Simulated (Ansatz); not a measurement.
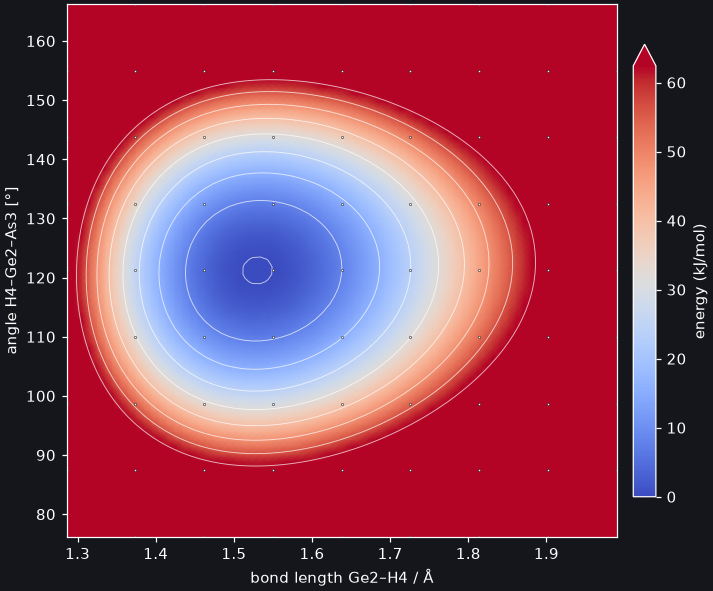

AsGeH3O, SMILES [O]1[GeH2][AsH]1. Coordinates scanned: (1) bond length Ge2–H4; (2) angle H4–Ge2–As3. Nothing is relaxed (all other coordinates rigid). The grid has 9 × 9 points. Points are written as (first, second). All energies are given in kJ/mol relative to the lowest grid point. All numbers below come from RKS PBE0-D4/def2-TZVP (Ansatz).

In the figure: a smooth colour map with a few white contour lines, dots at the grid points, one colour for all values above the top of the scale. Between grid points the surface is interpolated.

Question: Where is the minimum, and how stiff is the well along each coordinate?

Answer: The interpolated minimum is at bond length Ge2–H4 ≈ 1.531 Å, angle H4–Ge2–As3 ≈ 121.2°. The curvatures there are about 17 eV/Å² and 4 eV/rad², with a cross term of about −0.3 eV/(Å·rad). Round the minimum the two coordinates are nearly uncoupled. (1 eV is 96.5 kJ/mol.)
